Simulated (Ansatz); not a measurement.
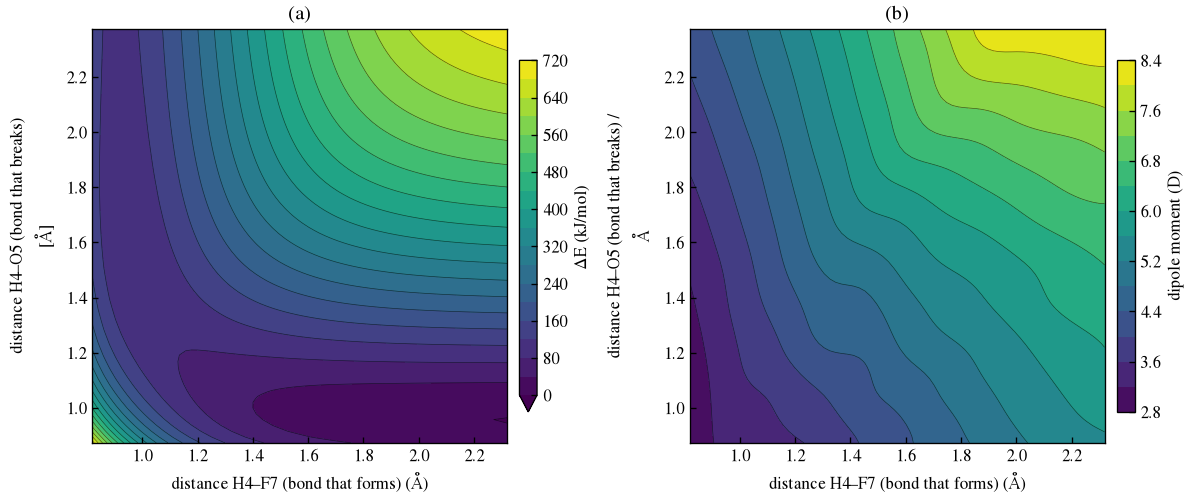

The reacting system ClFH₄MgO. Coordinates scanned: (1) distance H4–F7 (bond that forms); (2) distance H4–O5 (bond that breaks). Relaxed at each point: all other coordinates. The grid has 13 × 13 points. Points are written as (first, second). Energies: kJ/mol, counted from the lowest grid point. The reference is spin-restricted, so regions where a bond is pulled apart into radicals lie too high. All numbers below come from RHF/def2-SVP (Ansatz 0.2.0).

Panel (a) is the energy and panel (b) the computed dipole moment on the same grid.

The picture shows filled contours. Between grid points the surface is interpolated.

> How does the dipole moment vary over the map, and what is it at the lowest grid point?

Leaving out the highest fifth of the energies, it runs from 2.93 D at (0.819 Å, 1.033 Å) to 6.65 D at (2.319 Å, 1.638 Å). At the lowest grid point, (2.319 Å, 0.940 Å), it is 5.65 D. That point lies on the edge of the scan.

```tsv
second ↓, first →	0.819	0.886	0.979	1.084	1.199	1.321	1.450	1.584	1.723	1.866	2.013	2.164	2.319
2.373	4.16	4.37	4.64	4.99	5.40	5.85	6.36	6.92	7.51	8.07	8.32	8.33	8.39
2.218	4.00	4.20	4.48	4.85	5.23	5.69	6.20	6.75	7.31	7.69	7.75	7.85	7.94
2.067	3.83	4.03	4.32	4.67	5.09	5.54	6.05	6.57	7.05	7.14	7.30	7.41	7.54
1.920	3.68	3.87	4.16	4.49	4.94	5.39	5.88	6.36	6.54	6.69	6.90	7.04	7.18
1.777	3.52	3.71	4.02	4.36	4.80	5.24	5.70	5.91	6.14	6.33	6.55	6.77	6.85
1.638	3.38	3.57	3.88	4.23	4.66	5.09	5.36	5.52	5.81	5.99	6.23	6.44	6.65
1.504	3.24	3.45	3.74	4.12	4.52	4.86	4.96	5.26	5.55	5.71	5.94	6.16	6.38
1.375	3.14	3.36	3.67	4.00	4.33	4.66	4.72	5.03	5.32	5.54	5.80	6.06	6.28
1.253	3.06	3.27	3.58	3.87	4.16	4.52	4.54	4.87	5.15	5.34	5.60	5.83	6.05
1.138	2.98	3.21	3.50	3.77	3.99	4.19	4.37	4.67	4.91	5.21	5.48	5.68	5.91
1.033	2.93	3.17	3.44	3.57	3.84	4.01	4.30	4.50	4.78	5.07	5.36	5.58	5.80
0.940	2.88	3.15	3.38	3.46	3.70	3.88	4.14	4.37	4.64	4.96	5.24	5.47	5.65
0.873	2.88	3.14	3.33	3.31	3.53	3.76	4.04	4.30	4.61	4.86	5.15	5.35	5.51
```
